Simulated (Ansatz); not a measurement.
## Two runs on CH9PSi2

System: CH9PSi2.
Method of the first run: RKS SPW92 (LDA)/def2-TZVPP (Ansatz 0.2.0).

The geometry comes from this level: PBE0-D4/def2-TZVP. Text and figures count atoms from 1; the logs count them from 0 in places.

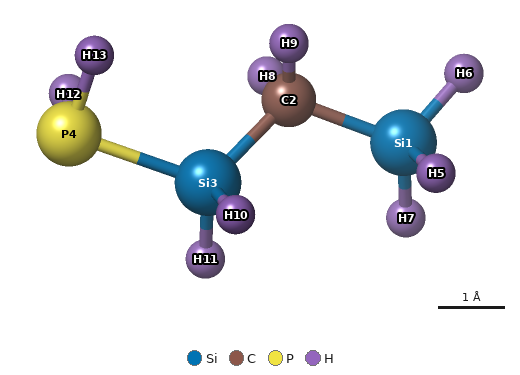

**Figure 1.** The structure (ball-and-stick view, seen at a tilt; atoms are numbered from 1 in the order of the input). Bond lengths as drawn: C–H 1.10 Å, C–Si 1.87 Å, H–P 1.42 Å, H–Si 1.49 Å and P–Si 2.26 Å.

### Input, the first run
```yaml
crystal:
  periodic: [false, false, false]
  atoms:
    - {symbol: Si, position_ang: [-1.462973, 1.402736, -0.751988]}
    - {symbol: C, position_ang: [-0.401704, 0.398512, 0.421470]}
    - {symbol: Si, position_ang: [0.783317, -0.773326, -0.432053]}
    - {symbol: P, position_ang: [2.083929, -2.002087, 0.941914]}
    - {symbol: H, position_ang: [-0.603041, 2.229418, -1.640210]}
    - {symbol: H, position_ang: [-2.376368, 2.308313, -0.003669]}
    - {symbol: H, position_ang: [-2.285458, 0.498950, -1.599638]}
    - {symbol: H, position_ang: [-1.053571, -0.180347, 1.084157]}
    - {symbol: H, position_ang: [0.173650, 1.082196, 1.054487]}
    - {symbol: H, position_ang: [1.698824, -0.004328, -1.318939]}
    - {symbol: H, position_ang: [0.020230, -1.733113, -1.276198]}
    - {symbol: H, position_ang: [1.001518, -2.373463, 1.785524]}
    - {symbol: H, position_ang: [2.442147, -0.888462, 1.749844]}
basis:
  gaussian: {orbitals: def2-TZVPP}
hamiltonian: {xc: lda}
output: {orbitals: {seedname: orbitals}}
```

Launched with:
```bash
ansatz run in.yaml --threads 4 --pin off --events-out ev --progress --plain --max-ram 10444MiB
```

Hardware: 4 threads of Arm Neoverse V2, 23 GiB of memory available, shared host.

### Output (the first run)
```
Functional definition: SPW92
  exchange = slater_x
  correlation = pw_c
1574 factors; their error is unknown
mean field evaluation 1: about -26108.9268 eV, gradient 6.7e1 eV
mean field evaluation 2: about -26086.5547 eV, gradient 1.0e2 eV
mean field evaluation 4: about -26119.5335 eV, gradient 8.5e0 eV
mean field evaluation 8: about -26119.7314 eV, gradient 2.3e-1 eV
mean field evaluation 16: about -26119.6827 eV, gradient 2.2e-4 eV
mean field -26119.68267330 eV, -959.8806336869 hartree, gradient 2.1e-5 eV, S^2 0.000000; 0 other end points of the search recorded, 0 dependent functions left out
reference -26119.68272073 eV, -959.8806354300 hartree; 29, 29 occupied and 254, 254 virtual orbitals, 1574 factors
Total energy: -26119.68272073 eV, -959.8806354300 hartree
```

For the second run the input was changed thus:
```diff
-hamiltonian: {xc: lda}
+hamiltonian: {xc: {name: BLYP}, dispersion: d4}
```

How does the second run compare with the first run?

The total energies belong to different models, so their difference says nothing on which is more stable or more accurate. The HOMO goes from −6.42 to −6.16 eV. The LUMO goes from −0.80 to −0.43 eV.

### Output (the second run)
```
Functional definition: BLYP
  parameter beta = 0.0042
  parameter a = 0.04918
  parameter b = 0.132
  parameter c = 0.2533
  parameter d = 0.349
  exchange = b88_x(beta = beta)
  correlation = lyp_c(a = a, b = b, c = c, d = d)
1574 factors; their error is unknown
mean field evaluation 1: about -26216.9274 eV, gradient 6.8e1 eV
mean field evaluation 2: about -26195.3391 eV, gradient 1.0e2 eV
mean field evaluation 4: about -26227.7272 eV, gradient 8.2e0 eV
mean field evaluation 8: about -26227.9085 eV, gradient 2.2e-1 eV
mean field evaluation 16: about -26227.8577 eV, gradient 2.0e-4 eV
mean field -26227.85768238 eV, -963.8559919470 hartree, gradient 7.3e-5 eV, S^2 0.000000; 0 other end points of the search recorded, 0 dependent functions left out
reference -26227.85811052 eV, -963.8560076809 hartree; 29, 29 occupied and 254, 254 virtual orbitals, 1574 factors
Total energy: -26228.54074368 eV, -963.8810939867 hartree
```

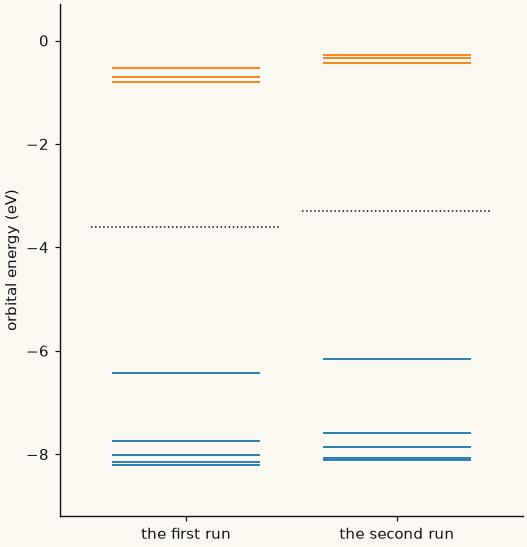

**Figure 2.** The five highest filled and three lowest empty orbital energies of the two runs; the dotted lines part filled from empty levels. The HOMO–LUMO gap is 5.63 eV in the first run and 5.73 eV in the second run.

### The two runs side by side

```csv
quantity,the first run,the second run
outcome,converged,converged
total energy (hartree),−959.880635,−963.881094
HOMO (eV),−6.42,−6.16
LUMO (eV),−0.80,−0.43
basis functions,283,283
wall time (shared host),1.6 s,2.4 s
```
